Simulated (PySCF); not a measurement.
Single-point calculation of PO3 (charge −1)

System: PO3 (metaphosphate (po31-) (8ci,9ci)), charge −1, SMILES O=P(=O)[O-].
Method: MP2/ANO-pVDZ, RHF, sfX2C (PySCF 2.14.0).

The geometry comes from this level: GFN2-xTB.

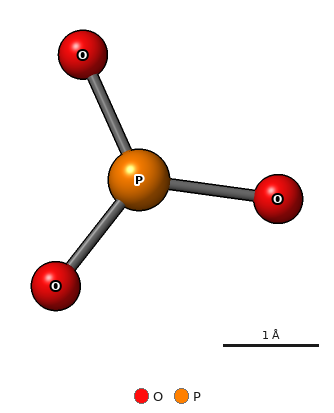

Figure 1. The input geometry (ball-and-stick view, seen at a tilt).

Summary:

```tsv
quantity	value
outcome	converged
total energy	−567.142521 hartree
SCF energy	−566.425318 hartree
correlation energy	−0.717203 hartree
basis functions	60
HOMO of the SCF reference	−6.42 eV
LUMO of the SCF reference	10.05 eV
hardware	1 thread of Arm Neoverse V1, 24 GiB of memory available, shared host
wall time	1.7 min
peak memory	0.18 GiB
```

Notes:

Settings chosen away from the usual ones: tied set to false; shift set to 0.1; guess set to sap (from minao). The record of the run, not the program, notes: dipole of an ion depends on the origin.

Input (calc.py):
```python
from pyscf import gto, mp

mol = gto.M(
    atom='''
O      0.579960    -0.419440    -1.297400
P      0.000330     0.000460    -0.000130
O     -1.057020     1.037780     0.038020
O      0.476740    -0.618790     1.259510
''',
    max_memory=1860,
    verbose=4,
    basis='ano-pvdz',
    spin=0,
    charge=-1,
)

myscf = mol.RHF()
myscf = myscf.x2c()
myscf.init_guess = 'sap'
myscf.level_shift = 0.1
myscf.kernel()

pt = mp.MP2(myscf, frozen=8).run()
e_final = pt.e_tot
print('E = %.10f Eh' % e_final)
```

Command:
```bash
OMP_NUM_THREADS=1 python calc.py
```

Log:
```
PySCF version 2.14.0

[INPUT] num. atoms = 4
[INPUT] num. electrons = 40
[INPUT] charge = -1
[INPUT] spin (= nelec alpha-beta = 2S) = 0
[INPUT] symmetry False subgroup None
[INPUT] Mole.unit = angstrom
[INPUT] Symbol           X                Y                Z      unit          X                Y                Z       unit  Magmom
[INPUT]  1 O      0.579960000000  -0.419440000000  -1.297400000000 AA    1.095965563203  -0.792626725688  -2.451730674011 Bohr   0.0
[INPUT]  2 P      0.000330000000   0.000460000000  -0.000130000000 AA    0.000623609621   0.000869274017  -0.000245664396 Bohr   0.0
[INPUT]  3 O     -1.057020000000   1.037780000000   0.038020000000 AA   -1.997478308188   1.961119977551   0.071847387256 Bohr   0.0
[INPUT]  4 O      0.476740000000  -0.618790000000   1.259510000000 AA    0.900908032625  -1.169343628620   2.380128951151 Bohr   0.0

nuclear repulsion = 168.141609801584
number of shells = 26
number of NR pGTOs = 633
number of NR cGTOs = 60
basis = ano-pvdz
ecp = {}

******** <class 'pyscf.x2c.sfx2c1e.sfX2C1eRHF'> ********
method = sfX2C1eRHF
initial guess = sap
damping factor = 0
level_shift factor = 0.1
DIIS = <class 'pyscf.scf.diis.CDIIS'>
diis_start_cycle = 1
diis_space = 8
diis_damp = 0
SCF conv_tol = 1e-09
SCF conv_tol_grad = None
SCF max_cycles = 50
direct_scf = True
direct_scf_tol = 1e-13

******** <class 'pyscf.x2c.sfx2c1e.SpinFreeX2CHelper'> ********
approx = 1e
xuncontract = 1
Set gradient conv threshold to 3.16228e-05
Found SAP basis sapgrasplarge

WARN: SAP basis coefficients must be equal or closeto total electronic charge: -39.0 !≃ 40
Check fails with value 1.0

  HOMO = -0.569322133425264  LUMO = -0.32438847696834  gap/eV = 6.66498
init E= -565.996612912505
  HOMO = -0.0384100010277413  LUMO = 0.603923003751678  gap/eV = 17.47877
cycle= 1 E= -566.378330301469  delta_E= -0.382  |g|= 0.537  |ddm|= 1.34
  HOMO = -0.295642566044229  LUMO = 0.43951181001267  gap/eV = 20.00457
cycle= 2 E= -566.412524992747  delta_E= -0.0342  |g|= 0.277  |ddm|= 0.418
  HOMO = -0.233750081082317  LUMO = 0.462875704516044  gap/eV = 18.95615
cycle= 3 E= -566.425134522097  delta_E= -0.0126  |g|= 0.02  |ddm|= 0.138
  HOMO = -0.233654141080123  LUMO = 0.470126595945169  gap/eV = 19.15085
cycle= 4 E= -566.425280960925  delta_E= -0.000146  |g|= 0.00743  |ddm|= 0.0266
  HOMO = -0.235606959778831  LUMO = 0.4690773052955  gap/eV = 19.17544
cycle= 5 E= -566.425314745039  delta_E= -3.38e-05  |g|= 0.00187  |ddm|= 0.0152
  HOMO = -0.235778607161472  LUMO = 0.469276871240604  gap/eV = 19.18554
cycle= 6 E= -566.425317458584  delta_E= -2.71e-06  |g|= 0.000419  |ddm|= 0.00422
  HOMO = -0.235848702664524  LUMO = 0.469270969154413  gap/eV = 19.18728
cycle= 7 E= -566.42531760283  delta_E= -1.44e-07  |g|= 7.54e-05  |ddm|= 0.00109
  HOMO = -0.235854139308544  LUMO = 0.469269916468813  gap/eV = 19.18740
cycle= 8 E= -566.42531760743  delta_E= -4.6e-09  |g|= 1.32e-05  |ddm|= 0.000219
  HOMO = -0.235854170642521  LUMO = 0.469269929777451  gap/eV = 19.18740
cycle= 9 E= -566.425317607559  delta_E= -1.29e-10  |g|= 5.49e-06  |ddm|= 3.63e-05
  HOMO = -0.235853999200041  LUMO = 0.369269827602737  gap/eV = 16.46626
```

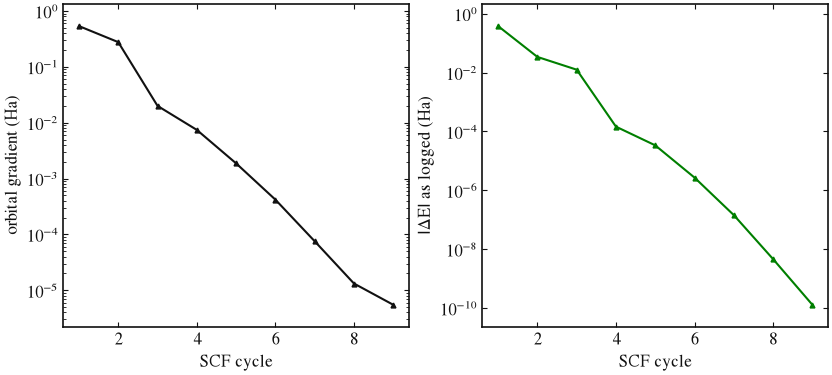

Figure 2. Convergence of the self-consistent field: orbital gradient and size of the energy change against the SCF cycle. The residual falls at every step.

```
Extra cycle  E= -566.425317607567  delta_E= -7.28e-12  |g|= 4e-06  |ddm|= 7.64e-06
converged SCF energy = -566.425317607567

******** <class 'pyscf.mp.mp2.RMP2'> ********
nocc = 12, nmo = 52
frozen orbitals 8
E(RMP2) = -567.142520667479  E_corr = -0.717203059912626
E(SCS-RMP2) = -567.108209541961  E_corr = -0.682891934394263
E_corr(same-spin) = -0.205098158654871
E_corr(oppo-spin) = -0.512104901257755
E = -567.1425206675 Eh
```

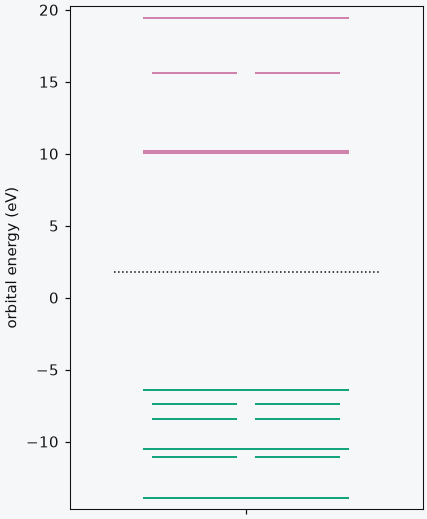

Figure 3. Orbital energies near the frontier (SCF reference); the dotted line parts filled from empty levels, and levels within 0.02 eV of each other stand side by side. Highest filled −6.42 eV, lowest empty 10.05 eV, 16.47 eV apart.
